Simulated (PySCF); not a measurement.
# SiH₃Cl: excited-state calculation

System: SiH₃Cl (chlorosilane), SMILES [SiH3]Cl.
Method: TDDFT PBE0/def2-SVP, vertical, gas phase, core orbitals frozen in the response (PySCF 2.14.0).

The geometry comes from this level: PBE0-D3(BJ)/def2-SVP.

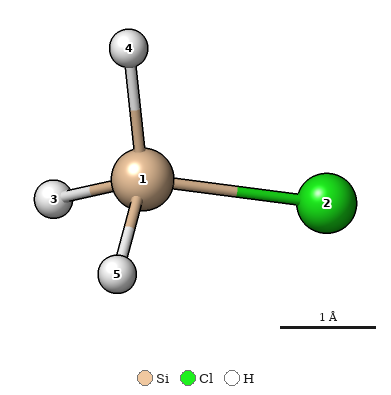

Figure 1. The input geometry (ball-and-stick view, seen at a tilt; atoms are numbered from 1 in the order of the input).

Input file:
```
{"job": {"kind": "uv", "xc": "PBE0", "basis": "def2-SVP"}, "charge": 0, "multiplicity": 1}
Si     1.164099     0.919178    -0.417246
Cl     3.226844     0.843610    -0.295266
H      0.705614    -0.067343    -1.433819
H      0.755604     2.293649    -0.818468
H      0.591278     0.583531     0.915376
```

The first line tells a small driver script what to run in PySCF; the rest is the geometry in Å.

Launch command:
```bash
OMP_NUM_THREADS=1 python <driver script> task.json out
```

What the program printed:
```
coarse grid: 5112 points
cycle   1  E = -750.9189041606  dE = -1.045e-01  |g| = 2.172e-01  |ddm| = 1.904e+00
cycle   2  E = -750.9181433028  dE =  7.609e-04  |g| = 2.236e-01  |ddm| = 6.014e-01
cycle   3  E = -750.9331948571  dE = -1.505e-02  |g| = 1.040e-02  |ddm| = 3.182e-01
cycle   4  E = -750.9332301922  dE = -3.534e-05  |g| = 2.654e-03  |ddm| = 1.585e-02
cycle   5  E = -750.9332320834  dE = -1.891e-06  |g| = 4.286e-04  |ddm| = 3.084e-03
final grid: 39792 points
cycle   6  E = -751.0138226676  dE = -2.869e-06  |g| = 8.456e-04  |ddm| = 6.236e-03
cycle   7  E = -751.0138226951  dE = -2.747e-08  |g| = 7.984e-04  |ddm| = 2.288e-03
cycle   8  E = -751.0138228739  dE = -1.788e-07  |g| = 5.379e-05  |ddm| = 1.140e-03
cycle   9  E = -751.0138228749  dE = -9.832e-10  |g| = 1.628e-05  |ddm| = 9.362e-05
```

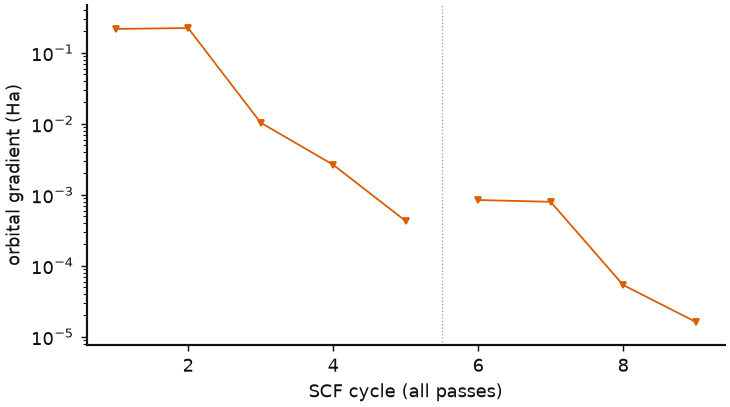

Figure 2. Convergence of the self-consistent field: orbital gradient against the SCF cycle. The dotted line marks the change from a coarse to the final integration grid. The first 5 cycles use a coarse grid, the final grid takes over at cycle 6, and the field converges after 9 cycles in all.

```
converged SCF energy = -751.0138228749

Static polarisability (au): isotropic 32.360, principal 29.331 29.336 38.413

Singlet excitations
state   eV       nm        f      main configurations
  1   7.5006    165.3   0.00192   H->L 0.99
  2   7.5009    165.3   0.00193   H-1->L 0.99
  3   8.8538    140.0   0.00000   H-1->L+1 0.40, H->L+2 0.39, H->L+1 0.10
  4   9.0573    136.9   0.01311   H->L+1 0.29, H-1->L+2 0.28, H-1->L+1 0.17
  5   9.0578    136.9   0.01323   H->L+2 0.29, H-1->L+1 0.28, H-1->L+2 0.17
  6   9.3431    132.7   0.01520   H-1->L+2 0.30, H->L+1 0.30, H-4->L 0.23
  7   9.4417    131.3   0.03525   H-2->L 0.85
  8   9.4428    131.3   0.03539   H-3->L 0.85
  9   9.6912    127.9   0.04244   H->L+3 0.48, H-1->L+3 0.41
 10   9.6913    127.9   0.04256   H-1->L+3 0.48, H->L+3 0.41

Triplet excitations (Tamm-Dancoff, eV): 7.0418 7.0421 8.3062 8.3650
```

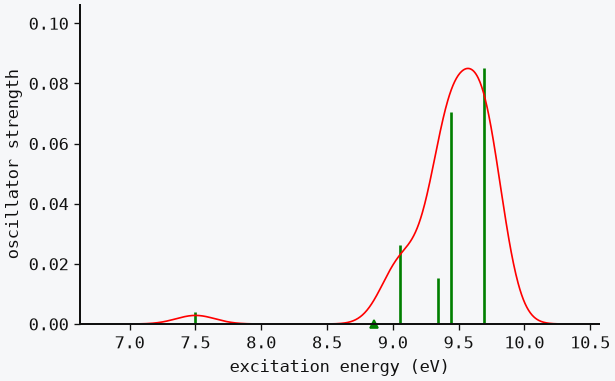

Figure 3. Computed excitations as sticks (degenerate states added up, dark ones marked on the axis), with a Gaussian envelope of 0.35 eV full width at half maximum, scaled to the tallest. Of the 10 states the lowest lies at 7.50 eV (f = 0.002); the strongest line is at 9.69 eV, or 128 nm (f = 0.085, summed over 2 states that lie within 0.004 eV).

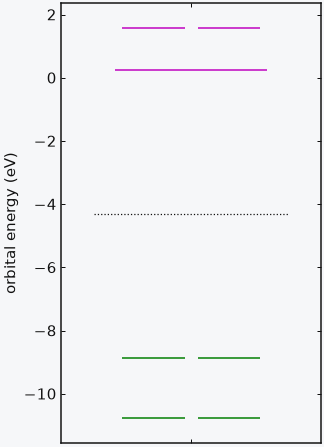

Figure 4. Orbital energies near the frontier; the dotted line parts filled from empty levels, and levels within 0.02 eV of each other stand side by side. Highest filled −8.87 eV, lowest empty 0.25 eV, 9.12 eV apart.

Results in brief:

- outcome: converged
- total energy: −751.013823 hartree
- HOMO: −8.87 eV
- LUMO: 0.25 eV
- dipole moment: 1.39 D
- mean polarisability: 32.36 a.u.
- lowest singlet excitation: 7.50 eV
- hardware: 1 CPU thread, shared host
- wall time: 2.7 s
- peak memory: 0.34 GiB
